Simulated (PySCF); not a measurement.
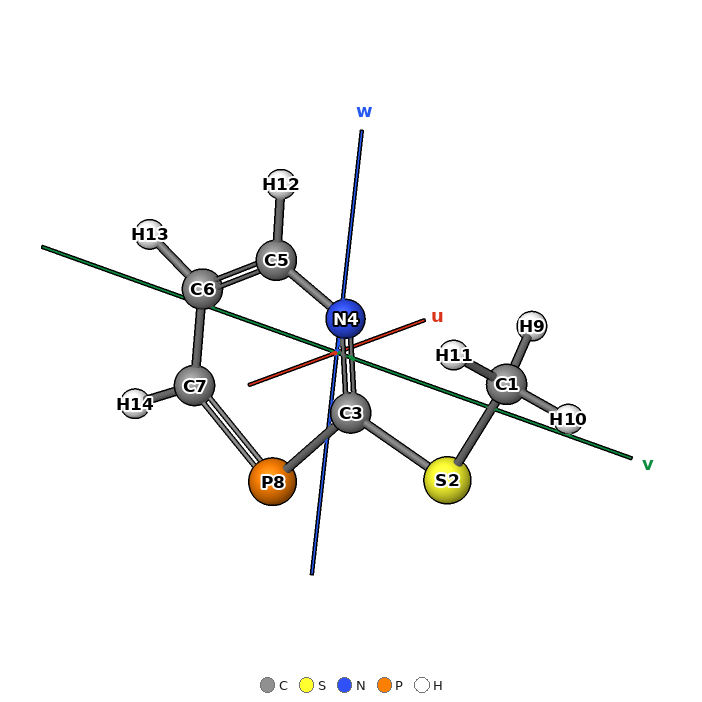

The lines u, v and w are the principal axes of the static dipole polarisability. Computed geometry: GFN2-xTB optimisation. No frequency run is at hand to confirm it as a minimum. Level of theory: ωB97X-D/def2-SVPD (PySCF 2.14.0).

> Along which axis is the molecule most polarisable, and along which least?

Most along v (close to the long direction C1···C7), least along u.

> Give the three principal values.

u 68.6, v 151.4, w 118.7 bohr³; mean 112.9, anisotropy 72.2 bohr³.

The geometry is semi-empirical. Around P such bond lengths and angles can be off by a tenth of an ångström or more and by several degrees, and values that hang on the shape move with them.
